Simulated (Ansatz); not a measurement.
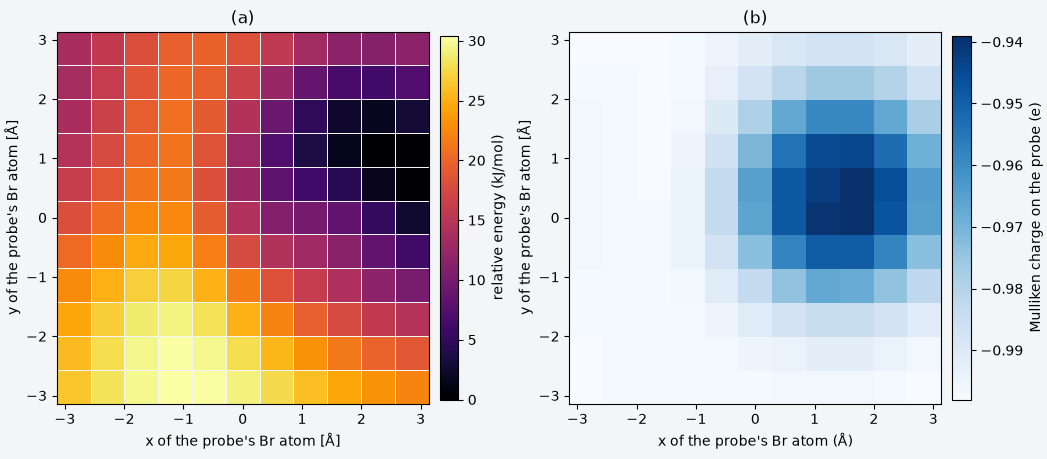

CH₃FOS (SMILES OC(F)S) with the probe Br-. The probe is moved over a plane parallel to the molecule's main plane, 3.68 Å above it. The first coordinate is: x of the probe's Br atom; the second: y of the probe's Br atom. Nothing is relaxed (molecule and probe rigid). The grid has 11 × 11 points. Points are written as (first, second). All energies are given in kJ/mol relative to the lowest grid point. All numbers below come from RHF/def2-SVPD (Ansatz 0.2.0).

Panel (a) is the energy; panel (b) is the computed Mulliken charge on the probe, in e.

Drawn: one coloured cell a grid point.

### How does the Mulliken charge on the probe vary over the map, and what is it at the lowest grid point?

Leaving out the highest fifth of the energies, it runs from −1.00 e at (−2.85 Å, 2.85 Å) to −0.94 e at (1.71 Å, 0.00 Å) [nearest 1 H at 2.34 Å]. At the lowest grid point, (2.28 Å, 1.14 Å) [nearest 1 H at 2.59 Å], it is −0.95 e.

| y of the probe's Br atom ↓, x of the probe's Br atom → | −2.85 | −2.28 | −1.71 | −1.14 | −0.57 | 0.00 | 0.57 | 1.14 | 1.71 | 2.28 | 2.85 |
| --- | --- | --- | --- | --- | --- | --- | --- | --- | --- | --- | --- |
| 2.85 | −1.00 | −1.00 | −1.00 | −1.00 | −0.99 | −0.99 | −0.99 | −0.99 | −0.99 | −0.99 | −0.99 |
| 2.28 | −1.00 | −1.00 | −1.00 | −1.00 | −0.99 | −0.99 | −0.98 | −0.98 | −0.98 | −0.98 | −0.99 |
| 1.71 | −1.00 | −1.00 | −1.00 | −1.00 | −0.99 | −0.98 | −0.97 | −0.96 | −0.96 | −0.97 | −0.98 |
| 1.14 | −1.00 | −1.00 | −1.00 | −0.99 | −0.99 | −0.97 | −0.95 | −0.94 | −0.94 | −0.95 | −0.97 |
| 0.57 | −1.00 | −1.00 | −1.00 | −0.99 | −0.98 | −0.96 | −0.95 | −0.94 | −0.94 | −0.95 | −0.96 |
| 0.00 | −1.00 | −1.00 | −1.00 | −0.99 | −0.98 | −0.97 | −0.95 | −0.94 | −0.94 | −0.95 | −0.96 |
| −0.57 | −1.00 | −1.00 | −1.00 | −0.99 | −0.99 | −0.97 | −0.96 | −0.95 | −0.95 | −0.96 | −0.97 |
| −1.14 | −1.00 | −1.00 | −1.00 | −1.00 | −0.99 | −0.98 | −0.97 | −0.97 | −0.97 | −0.97 | −0.98 |
| −1.71 | −1.00 | −1.00 | −1.00 | −1.00 | −0.99 | −0.99 | −0.99 | −0.98 | −0.98 | −0.99 | −0.99 |
| −2.28 | −1.00 | −1.00 | −1.00 | −1.00 | −1.00 | −0.99 | −0.99 | −0.99 | −0.99 | −0.99 | −1.00 |
| −2.85 | −1.00 | −1.00 | −1.00 | −1.00 | −1.00 | −1.00 | −1.00 | −1.00 | −1.00 | −1.00 | −1.00 |
